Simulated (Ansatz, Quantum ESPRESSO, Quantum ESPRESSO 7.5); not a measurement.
# Work function of Al(111), 5 layers, one monolayer of Li on top sites

Wanted: work functions and the surface dipole of Al(111), 5 layers, one monolayer of Li on top sites at several levels, with their cost.

Calculated with Quantum ESPRESSO 7.5; plane-wave DFT, PBE, GBRV ultrasoft pseudopotentials (geometry and cross-check by Ansatz 0.2.0 with PAW datasets; geometry under PBE).

**1. The structure**

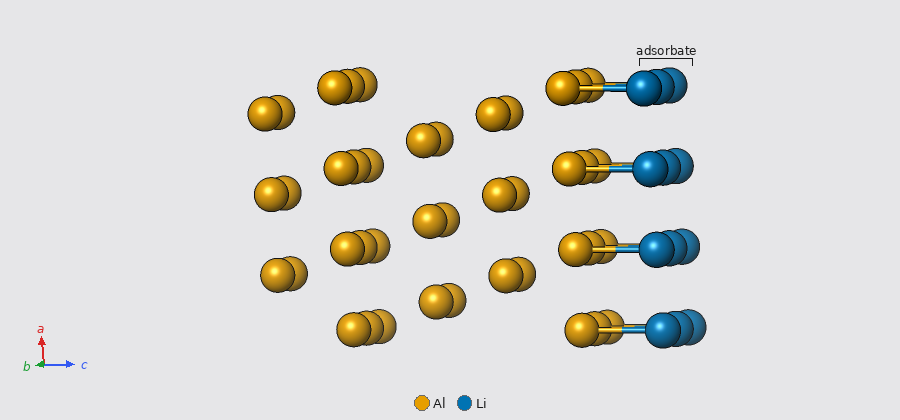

The starting structure, seen from the side, with the c axis across the page (aluminium orange, lithium blue). 3×2×1 cells are drawn. Some periodic images of atoms are drawn too.

The cell holds 6 atoms: 5 Al and 1 Li. Its edges and angles: a = 2.864 Å, b = 2.864 Å, c = 28.353 Å, α = 90.0°, β = 90.0°, γ = 60.0°. It derives from Al. Vacuum lies along c.

**2. Relaxation with Ansatz**

The geometry comes first, from a plane-wave PAW code, so that the later runs on this slab share one structure.

input.yaml

```yaml
crystal:
  lattice:
    - [2.8637824638, 0.0, 0.0]
    - [1.4318912319, 2.4801083646, 0.0]
    - [0.0, 0.0, 28.3530743609]
  atoms:
    - { symbol: Al, position: [0.6666666667, 0.6666666667, 0.2927372141] }
    - { symbol: Al, position: [0.0, 0.0, 0.3752068807] }
    - { symbol: Al, position: [0.3333333333, 0.3333333333, 0.4576765474] }
    - { symbol: Al, position: [0.6666666667, 0.6666666667, 0.540146214] }
    - { symbol: Al, position: [0.0, 0.0, 0.6226158806] }
    - { symbol: Li, position: [0.0, 0.0, 0.7104370448] }
kpoints:
  mp_grid: { grid: [12, 12, 1] }
hamiltonian:
  xc: pbe
scf:
  occupations: { method: fermi_dirac, width: 0.1 }
  convergence: { dr2_threshold: 1.0e-08 }
efield:
  axis: 3
  dipole_correction: true
  ramp_position: 0.97
  ramp_width: 0.04
relax:
  f_tol: 0.01
  constraints: [{ sites: [0, 1, 2] }]
output:
  write_potential: true
  write_density: true
  volumetric_format: npy
```

Run with:

```sh
> ansatz run input.yaml --threads 2 --pin off --max-ram 4096MiB --backend cpu --events-out ev --progress --plain --runs-dir out
```

Numbers of over 12 decimals in the logs are rounded to 6 here.

The log of the run:

```text
Engine: ansatz 0.2.0, x86_64-unknown-linux-gnu
Pseudopotentials: kind: paw
Pseudopotential: Al, paw, valence charge 3, recommended cutoff 420 eV (normal), Al.paw.azcp
Pseudopotential: Li, paw, valence charge 3, recommended cutoff 420 eV (normal), Li.paw.azcp
Functional definition: PBE
  parameter kappa = 0.804
  parameter beta = 0.066725
  exchange = pbe_x(kappa = kappa, mu = beta*pi^2/3)
  correlation = pbe_c(beta = beta)
Crystal: 6 atoms, lattice volume = 201.377 Å³
Basis set: ecut = 420 eV, 3959 PW (Γ), exchange–correlation on 40×40×384 points (8 copies of the dense FFT grid, shifted against one another)
Bands: 15, of which v1, the nominal top of the filled ones, is band 9 counted from 1 (8 counted from 0)
Symmetry: 6 space group operations
Space group: P3m1 (ITA 156), of the structure as read, at distance tolerance 5.9e-5 Å
k-points: 19 of 144 (time reversal used)
Non-local potential: Al, projectors of the file, l = 0: 2, l = 1: 2, l = 2: 1
Non-local potential: Li, projectors of the file, l = 0: 3, l = 1: 2, l = 2: 1
PAW form: soft (Blöchl's): semilocal exchange-correlation on the pseudo side does not see the compensation charge
PAW one-centre angular grid: Al, 110 points (default); XC on 64 Gauss nodes
PAW one-centre angular grid: Li, 110 points (default); XC on 64 Gauss nodes
Initial density: superposition of atomic densities (neutral atoms: chi_scale 0, normalization atom), corrected by the library's trained network
Initial wavefunctions: pseudopotential atomic-orbital guess
Functional: x = pbe(κ = 0.804, μ = 0.219515), c = pbe(β = 0.066725)
SCF iter   1: F=—  HF=-2891.345171 eV  |F-HF|=—  |Δ(HF+E_count)|=         —  Δρ=1.98e-3  dr2=5.77e-1  ethr=1.77e-3  p=0.033 e·Å  D=2.97e-2 V/Å  ΔV_dip=-0.84 eV  dr2_dipole=5.68e-1  V_vac-E_F(+/−)=3.20/4.04 eV  ⟨swp⟩=9.8  Hψ=2274  notcnv=0
efield: sawtooth ramp at fractional position 0.9700 (set: `efield.ramp_position`, or a place that a band, a saddle search or an elastic batch's reference lends), width 0.0400; the density the first Hamiltonian is built on has a dipole p = 0.033 e·Å; the dipole correction subtracts the counter field D = 2.97e-2 V/Å, which shifts the + side's vacuum level by -0.84 eV against the − side's; the planar-averaged density in the ramp window peaks in size at 7.5e-5 e/Å³
preconditioner: auto → LDOS  [metal: Δε(μ)=0.060 eV  Ē_g=6.385 eV  σ=0.100 eV  W_gap=0.15  n_scr=16 (ndim 8)  ℏωp=10.5 eV  f_vac=0.416  D(μ)=2.63/eV (n_scr^D=12)  β→1.0]
SCF iter   2: F=—  HF=-2891.328929 eV  |F-HF|=—  |Δ(HF+E_count)|=   1.62e-2  Δρ=6.55e-4  dr2=2.48e-3  ethr=1.77e-3  p=0.009 e·Å  D=8.53e-3 V/Å  ΔV_dip=-0.24 eV  dr2_dipole=2.23e-4  V_vac-E_F(+/−)=3.81/4.05 eV  ⟨swp⟩=1.3  Hψ=459  notcnv=0  defer=3
SCF iter   3: F=—  HF=-2891.329450 eV  |F-HF|=—  |Δ(HF+E_count)|=   5.21e-4  Δρ=2.19e-4  dr2=4.37e-4  ethr=1.38e-5  p=0.009 e·Å  D=7.83e-3 V/Å  ΔV_dip=-0.22 eV  dr2_dipole=1.50e-4  V_vac-E_F(+/−)=3.85/4.07 eV  ⟨swp⟩=2.5  Hψ=490  notcnv=0  defer=4
SCF iter   4: F=—  HF=-2891.329460 eV  |F-HF|=—  |Δ(HF+E_count)|=   1.03e-5  Δρ=5.95e-5  dr2=3.27e-5  ethr=2.43e-6  p=0.007 e·Å  D=6.54e-3 V/Å  ΔV_dip=-0.19 eV  dr2_dipole=8.72e-8  V_vac-E_F(+/−)=3.88/4.06 eV  ⟨swp⟩=2.3  Hψ=412  notcnv=0  defer=4
SCF iter   5: F=—  HF=-2891.329474 eV  |F-HF|=—  |Δ(HF+E_count)|=   1.38e-5  Δρ=2.40e-5  dr2=6.56e-6  ethr=1.82e-7  p=0.007 e·Å  D=5.93e-3 V/Å  ΔV_dip=-0.17 eV  dr2_dipole=5.35e-7  V_vac-E_F(+/−)=3.90/4.07 eV  ⟨swp⟩=2.3  Hψ=442  notcnv=0  defer=4
SCF iter   6: F=—  HF=-2891.329487 eV  |F-HF|=—  |Δ(HF+E_count)|=   1.32e-5  Δρ=4.97e-6  dr2=1.98e-7  ethr=3.64e-8  p=0.006 e·Å  D=5.75e-3 V/Å  ΔV_dip=-0.16 eV  dr2_dipole=3.66e-8  V_vac-E_F(+/−)=3.90/4.07 eV  ⟨swp⟩=2.3  Hψ=391  notcnv=0  defer=4
SCF iter   7: F=-2891.329488 eV  HF=-2891.329488 eV  |F-HF|=5.64e-9  |Δ(HF+E_count)|=   1.15e-7  Δρ=1.19e-6  dr2=9.70e-9  ethr=5.56e-11  p=0.006 e·Å  D=5.73e-3 V/Å  ΔV_dip=-0.16 eV  dr2_dipole=3.48e-10  V_vac-E_F(+/−)=3.90/4.07 eV  ⟨swp⟩=8.1  Hψ=2017  notcnv=0
SCF 1 converged in 7 iterations: F = -2891.329488 eV  dr2 = 9.70e-9
  greatest PAW one-centre occupation: 1.000 electrons in one spin orbital (limit 2), on the Li atom at site 5 (counted from 0), in its partial waves of l = 0
relax step   1: F+E_penalty+E_count = -2891.32948756 eV  Δ(F+E_penalty+E_count) = +0.000e0 eV  max|allowed force component| = 5.426e-1 eV/Å  Δτ_max = 0.0000 Å  (7 SCF iters, accepted)
Initial density: handed on by an earlier stage of this run
Initial wavefunctions: those handed on with the density
iter 1 solved again at ethr=1.42e-3 eV; its pass at ethr=3.10e-3 eV (dr2=2.55e-1 eV) is discarded
SCF iter   1: F=—  HF=-2891.407093 eV  |F-HF|=—  |Δ(HF+E_count)|=         —  Δρ=2.56e-3  dr2=1.81e-1  ethr=1.42e-3  p=0.006 e·Å  D=5.73e-3 V/Å  ΔV_dip=-0.16 eV  dr2_dipole=1.91e-2  V_vac-E_F(+/−)=3.88/4.04 eV  ⟨swp⟩=1.1  Hψ=1486  notcnv=0  defer=3
efield: sawtooth ramp at fractional position 0.9700 (set: `efield.ramp_position`, or a place that a band, a saddle search or an elastic batch's reference lends), width 0.0400; the density the first Hamiltonian is built on has a dipole p = 0.006 e·Å; the dipole correction subtracts the counter field D = 5.73e-3 V/Å, which shifts the + side's vacuum level by -0.16 eV against the − side's; the planar-averaged density in the ramp window peaks in size at 1.7e-6 e/Å³
preconditioner: auto → LDOS  [metal: Δε(μ)=0.020 eV  Ē_g=6.392 eV  σ=0.100 eV  W_gap=0.05  n_scr=16 (ndim 8)  ℏωp=10.5 eV  f_vac=0.403  D(μ)=2.51/eV (n_scr^D=12)  β→1.0]
SCF iter   2: F=—  HF=-2891.387184 eV  |F-HF|=—  |Δ(HF+E_count)|=   1.99e-2  Δρ=1.32e-3  dr2=1.59e-2  ethr=1.00e-3  p=0.004 e·Å  D=3.21e-3 V/Å  ΔV_dip=-0.09 eV  dr2_dipole=9.13e-4  V_vac-E_F(+/−)=3.97/4.06 eV  ⟨swp⟩=2.2  Hψ=412  notcnv=0  defer=3
SCF iter   3: F=—  HF=-2891.387294 eV  |F-HF|=—  |Δ(HF+E_count)|=   1.09e-4  Δρ=2.62e-4  dr2=5.42e-4  ethr=8.81e-5  p=0.005 e·Å  D=4.67e-3 V/Å  ΔV_dip=-0.13 eV  dr2_dipole=3.42e-6  V_vac-E_F(+/−)=3.92/4.05 eV  ⟨swp⟩=2.2  Hψ=426  notcnv=0  defer=3
SCF iter   4: F=—  HF=-2891.387223 eV  |F-HF|=—  |Δ(HF+E_count)|=   7.07e-5  Δρ=7.92e-5  dr2=3.86e-5  ethr=3.01e-6  p=0.006 e·Å  D=5.11e-3 V/Å  ΔV_dip=-0.14 eV  dr2_dipole=5.58e-6  V_vac-E_F(+/−)=3.91/4.05 eV  ⟨swp⟩=2.6  Hψ=490  notcnv=0  defer=3
SCF iter   5: F=—  HF=-2891.387225 eV  |F-HF|=—  |Δ(HF+E_count)|=   1.83e-6  Δρ=2.37e-5  dr2=4.62e-6  ethr=2.14e-7  p=0.006 e·Å  D=5.35e-3 V/Å  ΔV_dip=-0.15 eV  dr2_dipole=6.43e-9  V_vac-E_F(+/−)=3.90/4.05 eV  ⟨swp⟩=2.5  Hψ=443  notcnv=0  defer=3
SCF iter   6: F=—  HF=-2891.387235 eV  |F-HF|=—  |Δ(HF+E_count)|=   9.98e-6  Δρ=5.55e-6  dr2=2.30e-7  ethr=2.56e-8  p=0.006 e·Å  D=5.44e-3 V/Å  ΔV_dip=-0.15 eV  dr2_dipole=2.48e-8  V_vac-E_F(+/−)=3.90/4.05 eV  ⟨swp⟩=2.5  Hψ=421  notcnv=0  defer=3
SCF iter   7: F=—  HF=-2891.387235 eV  |F-HF|=—  |Δ(HF+E_count)|=   5.90e-8  Δρ=2.32e-6  dr2=4.21e-8  ethr=1.28e-9  p=0.006 e·Å  D=5.48e-3 V/Å  ΔV_dip=-0.16 eV  dr2_dipole=7.86e-13  V_vac-E_F(+/−)=3.90/4.05 eV  ⟨swp⟩=2.4  Hψ=429  notcnv=0  defer=3
SCF iter   8: F=-2891.387235 eV  HF=-2891.387235 eV  |F-HF|=1.53e-9  |Δ(HF+E_count)|=   1.68e-8  Δρ=5.68e-7  dr2=4.40e-9  ethr=5.56e-11  p=0.006 e·Å  D=5.51e-3 V/Å  ΔV_dip=-0.16 eV  dr2_dipole=1.54e-9  V_vac-E_F(+/−)=3.90/4.05 eV  ⟨swp⟩=9.2  Hψ=1738  notcnv=0
SCF 2 converged in 8 iterations: F = -2891.387235 eV  dr2 = 4.40e-9
relax step   2: F+E_penalty+E_count = -2891.38723498 eV  Δ(F+E_penalty+E_count) = -5.775e-2 eV  max|allowed force component| = 5.600e-2 eV/Å  Δτ_max = 0.1714 Å  (8 SCF iters, accepted)
SCF iter   1: F=—  HF=-2891.389425 eV  |F-HF|=—  |Δ(HF+E_count)|=         —  Δρ=5.94e-4  dr2=1.22e-2  ethr=1.12e-3  p=0.006 e·Å  D=5.51e-3 V/Å  ΔV_dip=-0.16 eV  dr2_dipole=1.71e-3  V_vac-E_F(+/−)=3.89/4.04 eV  ⟨swp⟩=2.5  Hψ=757  notcnv=0  defer=4
efield: sawtooth ramp at fractional position 0.9700 (set: `efield.ramp_position`, or a place that a band, a saddle search or an elastic batch's reference lends), width 0.0400; the density the first Hamiltonian is built on has a dipole p = 0.006 e·Å; the dipole correction subtracts the counter field D = 5.51e-3 V/Å, which shifts the + side's vacuum level by -0.16 eV against the − side's; the planar-averaged density in the ramp window peaks in size at 1.5e-6 e/Å³
preconditioner: auto → LDOS  [metal: Δε(μ)=0.027 eV  Ē_g=6.381 eV  σ=0.100 eV  W_gap=0.07  n_scr=16 (ndim 8)  ℏωp=10.5 eV  f_vac=0.402  D(μ)=2.55/eV (n_scr^D=12)  β→1.0]
SCF iter   2: F=—  HF=-2891.388611 eV  |F-HF|=—  |Δ(HF+E_count)|=   8.14e-4  Δρ=2.84e-4  dr2=3.23e-3  ethr=6.80e-5  p=0.006 e·Å  D=5.32e-3 V/Å  ΔV_dip=-0.15 eV  dr2_dipole=1.60e-3  V_vac-E_F(+/−)=3.90/4.05 eV  ⟨swp⟩=1.6  Hψ=472  notcnv=0  defer=3
SCF iter   3: F=—  HF=-2891.388535 eV  |F-HF|=—  |Δ(HF+E_count)|=   7.60e-5  Δρ=6.56e-5  dr2=1.09e-4  ethr=1.80e-5  p=0.006 e·Å  D=5.34e-3 V/Å  ΔV_dip=-0.15 eV  dr2_dipole=5.71e-5  V_vac-E_F(+/−)=3.90/4.05 eV  ⟨swp⟩=2.2  Hψ=388  notcnv=0  defer=3
SCF iter   4: F=—  HF=-2891.388530 eV  |F-HF|=—  |Δ(HF+E_count)|=   4.81e-6  Δρ=2.55e-5  dr2=6.78e-6  ethr=6.03e-7  p=0.006 e·Å  D=5.40e-3 V/Å  ΔV_dip=-0.15 eV  dr2_dipole=2.52e-6  V_vac-E_F(+/−)=3.90/4.05 eV  ⟨swp⟩=1.8  Hψ=380  notcnv=0  defer=3
SCF iter   5: F=—  HF=-2891.388556 eV  |F-HF|=—  |Δ(HF+E_count)|=   2.59e-5  Δρ=5.29e-6  dr2=2.16e-7  ethr=3.77e-8  p=0.006 e·Å  D=5.46e-3 V/Å  ΔV_dip=-0.15 eV  dr2_dipole=1.22e-7  V_vac-E_F(+/−)=3.89/4.05 eV  ⟨swp⟩=2.3  Hψ=436  notcnv=0  defer=3
SCF iter   6: F=—  HF=-2891.388556 eV  |F-HF|=—  |Δ(HF+E_count)|=   1.12e-7  Δρ=1.77e-6  dr2=5.14e-8  ethr=1.20e-9  p=0.006 e·Å  D=5.51e-3 V/Å  ΔV_dip=-0.16 eV  dr2_dipole=1.81e-8  V_vac-E_F(+/−)=3.89/4.05 eV  ⟨swp⟩=2.4  Hψ=436  notcnv=0  defer=3
SCF iter   7: F=-2891.388556 eV  HF=-2891.388556 eV  |F-HF|=4.79e-9  |Δ(HF+E_count)|=   8.15e-9  Δρ=5.97e-7  dr2=5.32e-9  ethr=5.56e-11  p=0.006 e·Å  D=5.52e-3 V/Å  ΔV_dip=-0.16 eV  dr2_dipole=1.36e-9  V_vac-E_F(+/−)=3.89/4.05 eV  ⟨swp⟩=7.7  Hψ=1846  notcnv=0
SCF 3 converged in 7 iterations: F = -2891.388556 eV  dr2 = 5.32e-9
relax step   3: F+E_penalty+E_count = -2891.38855595 eV  Δ(F+E_penalty+E_count) = -1.321e-3 eV  max|allowed force component| = 7.665e-3 eV/Å  Δτ_max = 0.0585 Å  (7 SCF iters, accepted)
NSCF: frozen V_eff on 19 k-points
the band table was solved once a step of the walk had ended and its energy, with any forces and stress, was formed, with the checks that follow a solve (2505 applications of the Hamiltonian). They found nothing against the state; the energy, forces and stress were not computed again (output.eigenvalues in the input reference)
WARN: The output density's exchange-correlation potential varies sharply where the density is thin. Do not read a vacuum level from v_tot or v_xc, or from such a field of the output density. On a cell that repeats whose density bears no net charge and no dipole along the vacuum's axis use v_es (v_loc + v_h of the components); under efield.dipole_correction with no amplitude use v_es + v_field, which holds any externa [...]
SCF converged after 7 iterations
Free energy (F): -2891.388556 eV
Harris-Foulkes:  -2891.388556 eV  (|F-HF|=4.79e-9)
Internal energy: -2891.305880 eV  (E = F + TS)
E sigma→0 (E₀):  -2891.347218 eV
Entropy (-TS):   -0.082676 eV (-13.779 meV/atom)
Fermi energy:    1.488316 eV
Dipole field:    D = 0.005471 V/Å  (p = 0.006088 e·Å, saw-weighted, corrected)
Work function:   Φ+ = 3.8933 eV   Φ− = 4.0484 eV
Levels:          The Fermi level and band energies are counted from a zero that moves with the ramp; work functions are not
--- Per-component energies (eV) ---
  E_band       = -132.225744
  E_kinetic    = 131.798262
  E_local      = -4893.238612  (includes V_loc(G=0)·N_el)
  E_nonlocal   = 18.745222
  E_hartree    = 2398.194516
  E_xc         = -206.759265
  E_vxc        = -155.099746  (∫ρ·V_xc dr)
  E_paw        = -2357.552902  (= ΣΔE_a)
  E_vpaw       = -30.790245  (= ΣTr[D̂ρ^β])
  E_aug_tail   = 0.000007  (compensation charges beyond the density's cutoff)
  E_efield     = 0.000017  (sawtooth field / dipole correction)
  E_vefield    = -0.030143  (∫n·V_field dr)
  E_ewald      = 2017.506877
  E_smearing   = -0.082676  (= −TS)
  E_closure    = 0.000000  (closes the sum)
  Σ components = -2891.388556   (vs F -2891.388556, Δ=0.00e0)
--- Forces (eV/Å), atoms counted from 1 ---
  atom   1  Al     0.00000000     0.00000000    -0.00369032
  atom   2  Al     0.00000000     0.00000000     0.07512163
  atom   3  Al     0.00000000    -0.00000000    -0.07576317
  atom   4  Al     0.00000000    -0.00000000     0.00016536
  atom   5  Al    -0.00000000    -0.00000000     0.00766482
  atom   6  Li    -0.00000000    -0.00000000    -0.00349358
  max |Σ_I F_I| component: 4.74e-6 eV/Å
--- Band table (eV; the first three rows and the last of 19) ---
  k-point 0: bands = [... 5 lower, -4.2910, -2.4151, -0.5320, 0.5591, 2.3138, 4.1319, 4.9909, 5.7372, ... 2 higher]
  k-point 1: bands = [... 5 lower, -4.1286, -2.2623, -0.3951, 0.7074, 2.4678, 4.2783, 5.1515, 5.8958, ... 2 higher]
  k-point 2: bands = [... 5 lower, -3.6436, -1.8051, 0.0113, 1.1488, 2.9187, 4.6926, 5.6117, 6.2821, ... 2 higher]
  k-point 18: bands = [... 5 lower, -0.9646, -0.9482, -0.1434, -0.1186, 0.3523, 1.1320, 1.9202, 2.1063, ... 2 higher]
--- Relaxed structure (3 steps of the walk, 3 accepted, 0 SCFs on fresh bases) ---
  F+E_penalty+E_count = -2891.38855595 eV   max|allowed force component| = 7.665e-3 eV/Å
  atoms:
    - { symbol: Al, position: [0.666667, 0.666667, 0.292737] }
    - { symbol: Al, position: [0.0, 0.0, 0.375207] }
    - { symbol: Al, position: [0.333333, 0.333333, 0.4576765474] }
    - { symbol: Al, position: [0.666667, 0.666667, 0.539342] }
    - { symbol: Al, position: [0, 0, 0.621342] }
    - { symbol: Li, position: [0, 0, 0.718545] }
```

Wall time 6.2 s (2 threads of AMD EPYC 7R43, shared host); peak memory 0.45 GiB; 12 s of CPU time.

Relaxation path:

```tsv
step	energy less that of the first step (eV)	largest force component (eV/Å)
1	0.0000	0.5426
2	-0.0577	0.0560
3	-0.0591	0.0077
```

Forces are held to the 6 operations that the run works with; a distortion that breaks them can't arise in this run.

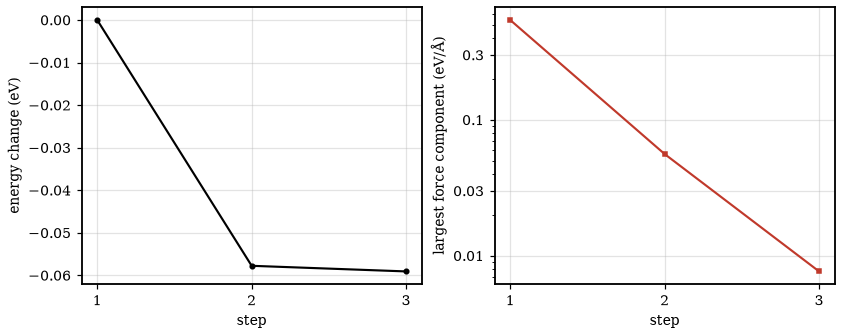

Energy and largest force along the relaxation.

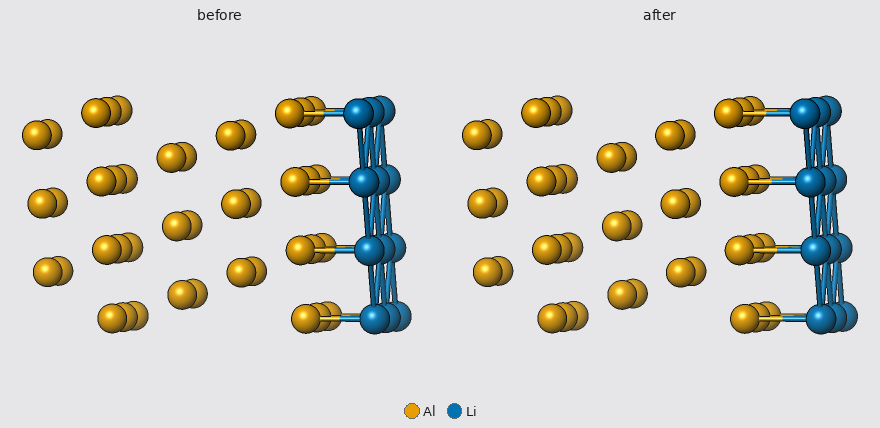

The structure before and after the relaxation, drawn at the same scale.

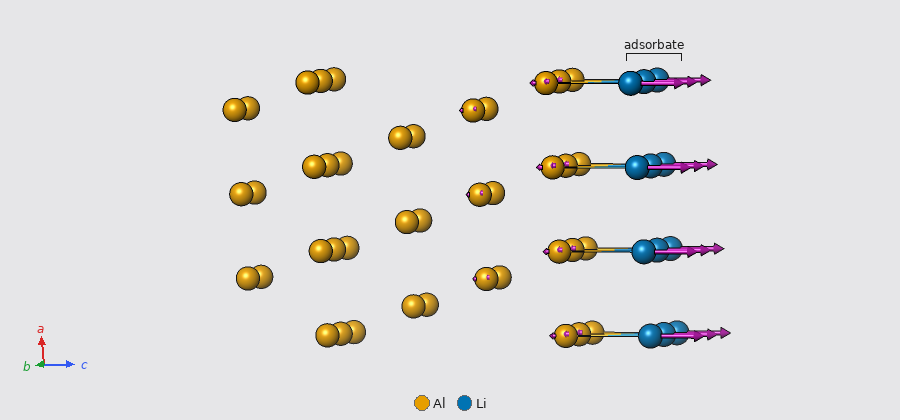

Displacements in the relaxation, exaggerated; the longest in the cell stands for 0.23 Å. 3×2×1 cells are drawn. Some periodic images of atoms are drawn too.

The atoms that moved most (Å):

```tsv
atom	dx	dy	dz	length
Li6	0.000	0.000	0.230	0.230
Al5	0.000	0.000	-0.036	0.036
Al4	0.000	0.000	-0.023	0.023
```

The relaxation lowers the energy by 10 meV an atom. Held were the atoms numbered 1, 2 and 3; the forces quoted are those on the free ones.

Read from the output:

| Property | Result |
| --- | --- |
| free energy | -2891.3886 eV |
| energy at zero smearing | -2891.3472 eV |
| smearing term TS | 0.08268 eV |
| Fermi energy | 1.488 eV |
| symmetry operations | 6 |
| work function of the upper face | 3.893 eV |
| work function of the lower face | 4.048 eV |
| dipole along the normal | 0.006088 e·Å |

(Part 1 of 5 ends here.)

[Logs are printed without paths, hosts, clocks, repeated set-up lines and the standing remarks that a program may print on its own settings, such as how far it seeks lower states.]

[Hosts, paths, dates, database ids (printed as entryN), source tags and the programs' standing remarks are cut or masked in the printed files.]

[Maps of the electrostatic potential energy from Ansatz leave out the sawtooth potential of an applied field or a dipole correction, so their vacuum need not be flat; planar profiles and work functions include it.]
